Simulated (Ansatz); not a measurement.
Density of states of TiSCl (P2_1/m, 6 atoms in the cell).

```
TiSCl
1.0
    3.44395     0.00000     0.00000
    0.00000     4.82110     0.00000
   -0.06632     0.00000     7.45069
Ti S Cl
2 2 2
Cartesian
  2.51922   1.20528   6.66204
  0.85841   3.61583   0.78866
  0.86390   1.20528   0.93447
  2.51373   3.61583   6.51623
  0.79605   1.20528   4.91962
  2.58158   3.61583   2.53108
```

Level of theory: PBEsol, default PAW files made with PBE (plane waves; Ansatz, a first-principles code).

SCF settings: basis.ecutwfc = 420 eV; kpoints.mp_grid.grid = 8 6 4; hamiltonian.xc = pbesol; hamiltonian.pseudopotentials = {kind: paw} (the program's default PAW files); scf.occupations.method = fermi_dirac; scf.occupations.width = 0.05 eV. Keys of the DOS step: output.dos.nscf_kmesh.grid = 12 9 6.

The starting cell comes from a database of computed structures (which also holds hypothetical and non-ambient phases and stackings), without a prior relaxation at this level. Spin polarisation is off, so a magnetic state, if there is one, cannot be reached.

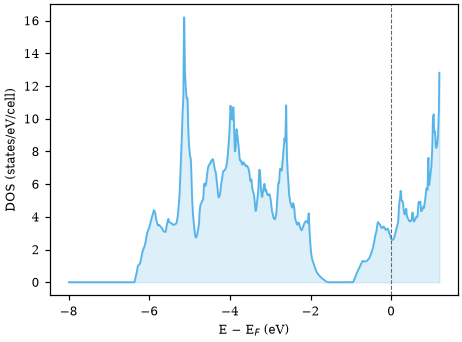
Fig. 1. Total density of states, both spins summed.

Total DOS (both spins), as means of the tabulated values in each energy bin; the zero is the program's Fermi level or highest filled level, and the curve is cut to this window:

| E (eV) | states/eV/cell |
|---|---|
| -7.88 | 0.00 |
| -7.62 | 0.00 |
| -7.38 | 0.00 |
| -7.12 | 0.00 |
| -6.88 | 0.00 |
| -6.62 | 0.00 |
| -6.38 | 0.29 |
| -6.12 | 2.22 |
| -5.88 | 3.87 |
| -5.62 | 3.38 |
| -5.38 | 3.80 |
| -5.12 | 10.3 |
| -4.88 | 4.30 |
| -4.62 | 5.85 |
| -4.38 | 6.63 |
| -4.12 | 7.08 |
| -3.88 | 9.22 |
| -3.62 | 7.14 |
| -3.38 | 5.56 |
| -3.12 | 5.57 |
| -2.88 | 4.85 |
| -2.62 | 7.38 |
| -2.38 | 4.07 |
| -2.12 | 3.47 |
| -1.88 | 0.90 |
| -1.62 | 0.10 |
| -1.38 | 0.00 |
| -1.12 | 0.00 |
| -0.88 | 0.44 |
| -0.62 | 1.35 |
| -0.38 | 2.90 |
| -0.12 | 3.19 |
| 0.12 | 3.55 |
| 0.38 | 4.22 |
| 0.62 | 4.23 |
| 0.88 | 5.58 |

Around zero the curve holds about 3.0 states/eV/cell.

Keys are those of Ansatz 0.2.
